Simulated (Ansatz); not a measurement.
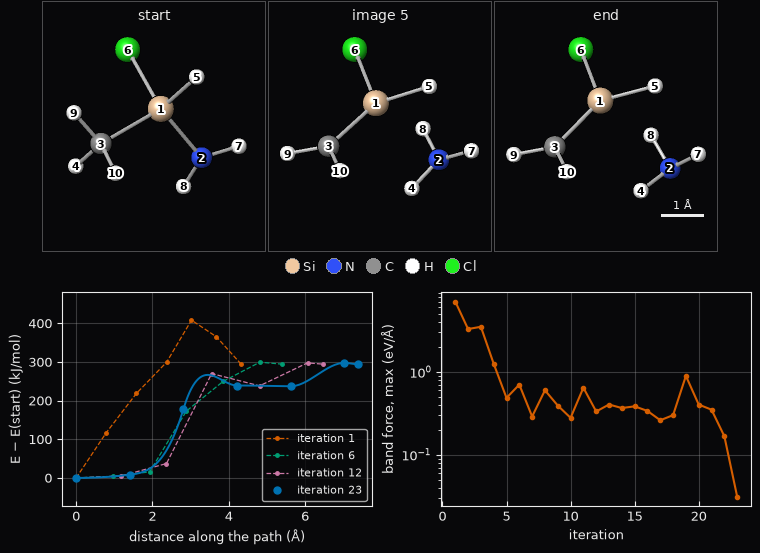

A search for the minimum-energy path of CH6ClNSi by the nudged elastic band. Images are numbered from 0 (start) to 6 (end). The plot follows the band through its iterations. A ball-and-stick model, seen at a tilt.

All numbers below come from RKS PBE0/def2-SVP (Ansatz 0.2.0). Run with 5 movable images; climbing image; force threshold 0.05 eV/Å; iteration limit 60; starting path through a guess of the saddle point.

> Judge this run.

The run is converged, with reservations. The band converged in 23 iterations. The largest component of the band force went from 7.1 to 0.031 eV/Å. The climbing image converged on the top of the path. Its vibrational analysis gives one imaginary mode (465i cm⁻¹), as a transition state must have. The first iteration put the highest image at 408.4 kJ/mol. The highest point, image 5, lies 297.7 kJ/mol above the start and 3.4 kJ/mol above the end; the end is at +294.4 kJ/mol relative to the start.
